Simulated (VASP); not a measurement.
Band structure of Ga4AsSb3 (ordered alloy cell). All values below come from PBEsol GGA, VASP's PBE PAW potentials (set 64) (plane waves; VASP 6.6.1).

Unless said otherwise, spin-orbit coupling is left out, though it shifts the bands of the heavy elements here.

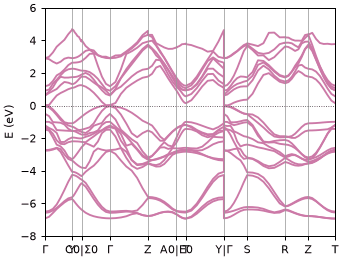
Bands along high-symmetry lines, zero at the valence-band maximum or, without a gap, the Fermi level

Read the plot: is there a gap, and where are the band edges?

It has no gap at this level: it comes out as a metal or semimetal. (Edges off the drawn lines would not show.)

The structure was generated: Ga4AsSb3 was put into an ordered model structure (Amm2), which need not be its known phase. It was relaxed first.
